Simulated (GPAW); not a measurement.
# Cu K-edge XANES of BaCu2S2 (I4/mmm), part 3 of 3

Aim: the near-edge shape at the Cu K edge of BaCu2S2 (I4/mmm), and what the core hole does to it.

GPAW 26.7.0; X-ray absorption from dipole matrix elements to empty bands, plane-wave PAW LDA.

So far. Step 5 (Spectrum with FCH, Cu atom 2): The hole costs E(hole) − E(ground) = 8983.21 eV, and the lowest empty level of the hole cell on the spectrum's mesh lies at 8.28 eV, which puts the zero at 8991.48 eV. One term is added: -29.79 eV, since the hole is spin-paired here and a spin-polarised one costs that much less in the free atom (computed apart). The photon energy is then 8961.69 eV. The tabulated edge of the element is 8979 eV.

### Step 7. Spectrum with FCH, Cu atom 2

A test of how far the result depends on this setting.

Changed against the first core-hole run: broadening from Gaussian full width 1.55 eV up to 4 eV, rising linearly to 3.5 eV at 25 eV to Gaussian full width 0.5 eV up to 4 eV, rising linearly to 1.5 eV at 25 eV.

The input, xas.py:

```python
import numpy as np
from ase import Atoms
from ase.parallel import parprint, paropen
from gpaw import GPAW, PW, FermiDirac, Mixer, MixerDif, setup_paths
from gpaw.test import gen
setup_paths.insert(0, '.')
gen('Cu', name='fch1s', xcname='LDA', corehole=(1, 0, 1), write_xml=True)
from gpaw.mpi import world
world.barrier()

atoms = Atoms('Ba4Cu8S8',
    cell=[[1.95096482, -1.95096482, -6.32505103],
     [-7.80385929, 0, 0],
     [0, 7.80385929, 0]],
    scaled_positions=[[0, 0, 0],
     [0, 0.5, 0],
     [0, 0.5, 0.5],
     [0, 0, 0.5],
     [0.5, 0.625, 0.875],
     [0.5, 0.125, 0.875],
     [0.5, 0.125, 0.375],
     [0.5, 0.625, 0.375],
     [0.5, 0.875, 0.125],
     [0.5, 0.375, 0.125],
     [0.5, 0.375, 0.625],
     [0.5, 0.875, 0.625],
     [0.28202224, 0.82050556, 0.82050556],
     [0.28202224, 0.32050556, 0.82050556],
     [0.28202224, 0.32050556, 0.32050556],
     [0.28202224, 0.82050556, 0.32050556],
     [0.71797776, 0.67949444, 0.67949444],
     [0.71797776, 0.17949444, 0.67949444],
     [0.71797776, 0.17949444, 0.17949444],
     [0.71797776, 0.67949444, 0.17949444]],
    pbc=True)
atoms.calc = calc = GPAW(legacy_gpaw=True, mode=PW(430), xc='LDA', setups={4: 'fch1s'},
    kpts={'size': (2, 2, 2), 'gamma': True}, occupations=FermiDirac(0.02),
    charge=0, mixer=Mixer(0.1, 5, 50), maxiter=150,
    convergence={'density': 0.0001}, txt='scf.txt')
energy = atoms.get_potential_energy() + calc.get_reference_energy()
ef = calc.get_fermi_level()
out = dict(energy=energy, fermi=ef, forces=atoms.get_forces().tolist())
parprint(f'all-electron energy {energy:.4f} eV, Fermi level {ef:.4f} eV')
ev = np.array([[calc.get_eigenvalues(k, s) for k in range(len(calc.get_ibz_k_points()))] for s in range(calc.get_number_of_spins())])
out['homo'], out['lumo'], out['counts'] = ev[ev < ef].max(), ev[ev > ef].min(), sorted(set((ev < ef).sum((0, 2)).tolist()))
out['filled'] = (ev[:, 0] < ef).sum(1).tolist()

from ase.units import Ha
from gpaw.xas import dipole_matrix_elements
nb = int(calc.get_number_of_electrons() / 2) + 231
top, nb = nb, nb + 8 + nb // 12
nscf = calc.fixed_density(kpts={'size': (2, 2, 2), 'gamma': True}, nbands=nb,
    convergence={'bands': top, 'eigenstates': 1e-5}, maxiter=60, txt='nscf.txt')
cell = atoms.cell.array
ops = [cell.T @ U.T @ np.linalg.inv(cell.T) for U in nscf.wfs.kd.symmetry.op_scc]
filled = [88]  # bands filled in the ground state, by spin
E = np.arange(-6, 34, 0.1)
fwhm = np.interp(E, [4, 25], [0.5, 1.5])
Y, X, zero, highest = 0, 0, 1e9, 1e9
for spin in range(nscf.get_number_of_spins()):
    wfs = nscf.wfs
    A = dipole_matrix_elements(wfs.setups[4])
    eps = np.zeros((wfs.kd.nibzkpts, nb))
    d = np.zeros((3, A.shape[1], wfs.kd.nibzkpts, nb), complex)
    for kpt in wfs.kpt_u:
        if kpt.s == spin and 4 in kpt.P_ani:
            eps[kpt.k] = kpt.eps_n * Ha
            d[:, :, kpt.k] = (kpt.weight * wfs.nspins / 2) ** 0.5 * np.inner(A, kpt.P_ani[4])
    world.sum(eps)
    world.sum(d)
    T = np.einsum('amkn,bmkn->abkn', d, d.conj()).real
    T = sum(np.einsum('ai,ijkn,bj->abkn', R, T, R) for R in ops) / len(ops)
    empty = np.ones_like(eps, bool) & (np.arange(nb) >= filled[spin])
    zero, highest = min(zero, eps[empty].min()), min(highest, eps[:, top - 1].min())
    lines = [(eps, T, empty)] if spin == 0 else lines + [(eps, T, empty)]
for eps, T, empty in lines:
    f = np.einsum('aakn->akn', T).reshape(3, -1)
    x = eps.ravel() - zero
    w = np.interp(x, E, fwhm) / 2.35482
    g = np.exp(-0.5 * ((E[:, None] - x) / w) ** 2) / (w * (2 * np.pi) ** 0.5)
    Y = Y + (f * empty.ravel()) @ g.T
    X = X + (f * ~empty.ravel()) @ g.T
out.update(E=E.round(2).tolist(), xas=Y.tolist(), xes=X.tolist(), zero=zero, valid=highest - zero, nk=len(eps), nb=nb)
for i in range(0, len(E), 10):
    parprint(f'{E[i]:7.2f}', *(f'{v:10.3e}' for v in Y[:, i]))
import json
with paropen('out.json', 'w') as f:
    json.dump(out, f)
```

Started as:

```
OMP_NUM_THREADS=1 mpirun -n 4 gpaw python xas.py
```

Numbers of over 12 decimals in the logs are rounded to 6 here.

Log:

```text
Input parameters:
  convergence: {density: 0.0001}
  kpts: {gamma: True,
         size: (2, 2, 2)}
  maxiter: 150
  mixer: {backend: pulay,
          beta: 0.1,
          method: separate,
          nmaxold: 5,
          weight: 50}
  mode: {ecut: 430.0,
         name: pw}
  occupations: {fixmagmom: False,
                name: fermi-dirac,
                width: 0.02}
  setups: {4: fch1s}

Initialize ...

[...]
*d    :     0.252057
--------------------------------

Diagonalizing with gridspacing h=0.050

state   all-electron     PAW
-------------------------------
4s:      -0.517664    -0.517809
4p:      -0.294182    -0.294289
3d:      -0.747943    -0.748405
*f:                   -0.018700
-------------------------------
all-electron energy -1321755.9469 eV, Fermi level 8.0479 eV
[...]
32.00  9.762e-08  9.761e-08  1.692e-07
  33.00  1.354e-07  1.354e-07  1.626e-07
[key lines of the parts left out:]
Converged after 21 iterations.
Dipole moment: (-0.207038, 0.815213, 0.000000) |e|*Ang
Free energy:   -118.301547
Fermi level: 8.04791
```

It took 5 min on 4 MPI ranks of Arm Neoverse V2, shared host; peak memory 0.68 GiB.

```csv
E (eV),first run,this run
-2.0,0.00,0.00
-1.0,0.00,0.00
0.0,0.03,0.01
1.0,0.18,0.13
2.0,0.45,0.47
3.0,0.70,0.78
4.0,0.90,0.88
5.0,1.05,0.93
6.0,1.42,1.63
7.0,1.45,1.55
8.0,1.10,1.14
9.0,0.90,0.71
10.0,1.03,0.78
11.0,1.31,1.82
12.0,1.26,1.06
13.0,1.09,1.07
14.0,1.00,0.88
15.0,1.01,1.14
16.0,1.06,0.87
17.0,1.16,1.25
18.0,1.20,1.36
19.0,1.12,1.05
20.0,1.03,1.02
21.0,1.00,0.91
22.0,1.00,1.11
23.0,0.99,0.90
24.0,0.97,1.08
25.0,0.98,0.88
26.0,1.04,0.93
27.0,1.10,1.31
28.0,1.08,1.25
29.0,0.97,0.91
30.0,0.84,0.76
```

The scaled spectrum changes by 18 % r.m.s. The highest intensity below 24 eV goes from 6.6 eV (1.54) to 6.6 eV (2.16).

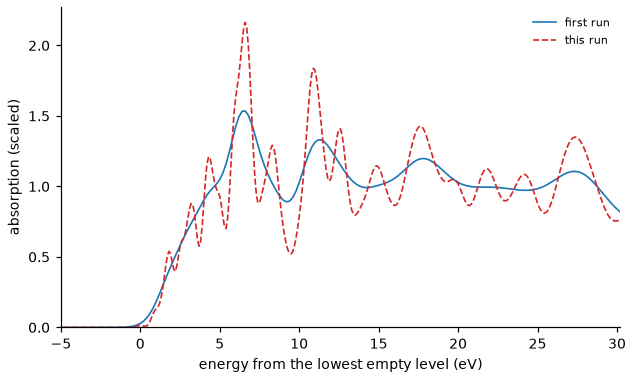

The effect of the change (broadening from Gaussian full width 1.55 eV up to 4 eV, rising linearly to 3.5 eV at 25 eV to Gaussian full width 0.5 eV up to 4 eV, rising linearly to 1.5 eV at 25 eV).

The photon energy of the zero moves by +0.00 eV.

### Step 8. With and without the hole

Both curves are counted from their own zero, so only the shift of weight within the empty states shows.

```csv
E (eV),no hole,FCH
-2.0,0.00,0.00
-1.0,0.00,0.00
0.0,0.01,0.03
1.0,0.08,0.18
2.0,0.24,0.45
3.0,0.47,0.70
4.0,0.64,0.90
5.0,0.73,1.05
6.0,1.07,1.42
7.0,1.37,1.45
8.0,1.24,1.10
9.0,1.14,0.90
10.0,1.12,1.03
11.0,1.17,1.31
12.0,1.20,1.26
13.0,1.26,1.09
14.0,1.34,1.00
15.0,1.29,1.01
16.0,1.22,1.06
17.0,1.22,1.16
18.0,1.26,1.20
19.0,1.25,1.12
20.0,1.23,1.03
21.0,1.27,1.00
22.0,1.29,1.00
23.0,1.24,0.99
24.0,1.17,0.97
25.0,1.15,0.98
26.0,1.19,1.04
27.0,1.24,1.10
28.0,1.24,1.08
29.0,1.18,0.97
30.0,1.09,0.84
```

With each curve scaled to its own mean, the area from −2 to 6 eV with the hole is 4.0 against 2.7, and the centre of weight from −1 to 20 eV moves by -0.8 eV: the hole pulls the absorber's empty states down.

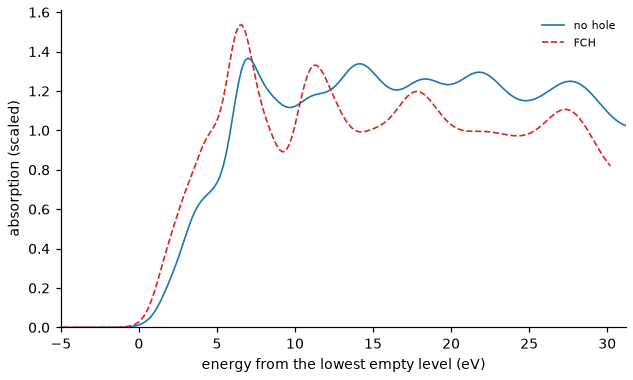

The Cu K edge with and without the core hole, each from its own zero; the highest intensity below 24 eV lies at 6.6 eV with the hole.

### Step 9. Results

```
absorber and edge                               : Cu K, atom 2 of the ground-state input (counted from 1)
surroundings                                    : 4 S at 2.39 Å (tetrahedral, site symmetry -4m2)
highest intensity below 24 eV                   : 6.6 eV above the zero, height 1.54
photon energy of the zero, with the added terms : 8961.7 eV (raw 8991.5 eV; LDA puts this hole about 18 eV below PBE, itself good to a few eV)
```

The Cu K edge of atom 2, with 4 S at 2.39 Å (tetrahedral, site symmetry -4m2), has its highest intensity of the first 24 eV at 6.6 eV above the zero, near 8968 eV in photon energy (LDA puts this hole about 18 eV below PBE, itself good to a few eV), 1.5 times the mean level of the first 20 eV (Gaussian full width 1.55 eV up to 4 eV, rising linearly to 3.5 eV at 25 eV). With each curve scaled to its own mean, the area from −2 to 6 eV with the hole is 4.0 against 2.7, and the centre of weight from −1 to 20 eV moves by -0.8 eV: the hole pulls the absorber's empty states down. The neutral-cell energy lies +0.4 eV from the charged-cell zero, a gap made of the charged-cell error and of where the added electron settles. Changing the broadening from Gaussian full width 1.55 eV up to 4 eV, rising linearly to 3.5 eV at 25 eV to Gaussian full width 0.5 eV up to 4 eV, rising linearly to 1.5 eV at 25 eV alters the shape by 18 % r.m.s., a modest effect on the whole. At the Cu K edge of atom 2 polarisation matters most near 6.6 eV, where the curves differ by 0.5 on this scale. The script folds with a Gaussian, whereas the core hole's own line is a Lorentzian, so the onset is too steep and the first peak too high. The mesh is coarse (0.50 Å⁻¹ between points), so small maxima may be mesh ripples. The structure is a computed Materials Project entry and may be a hypothetical form.

[Banner, clock and machine lines of the logs are left out without a mark of their own.]

[Logs are printed without paths, hosts, clocks, repeated set-up lines and the standing remarks that a program may print on its own settings, such as how far it seeks lower states.]

[Hosts, paths, dates, database ids (printed as entryN), source tags and the programs' standing remarks are cut or masked in the printed files.]

[Lists of maxima count a maximum above −3 eV only where it reaches 4 % of the highest in the window and stands out from its surroundings by 2 % of it (1.5 % where it reaches 55 %); shoulders and weaker maxima are passed over, and of the rest the first, up to two pre-edge ones and the few strongest are named.]
